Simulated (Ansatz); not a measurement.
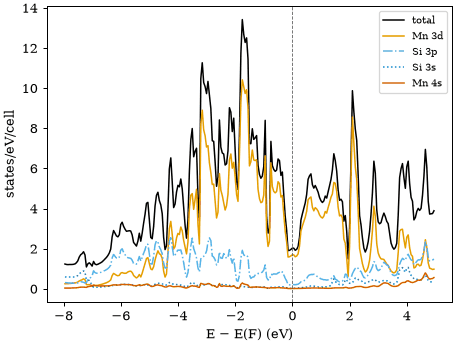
Figure. Total and projected density of states of MnSi in space group P2_13 (No. 198; Mn on 4a, Si on 4a), plane-wave PAW r²SCAN (Ansatz code)

Which orbitals carry the states next to the Fermi level?

Within 0.5 eV of the Fermi level: Mn 3d 82 %, Si 3p 12 %. Projections are on Löwdin-orthogonalised atomic valence shells; empty p or d shells of many metals are not among them.

Where is the tallest occupied peak in this window, and what makes it?

Near -1.8 eV, about 13 states/eV per cell; the largest projected share is Mn 3d.

Symmetry was held in the r²SCAN relaxation. Magnetic state: ferromagnetic, chosen from 4 collinear starts compared on coarse meshes (ties went to the first, and starts can fall back to one state), not a proven ground state. Textbook magnetic order: helical. Other orbital occupations within this spin state were not tried.

Potentials: the earlier of the program's two PAW sets.
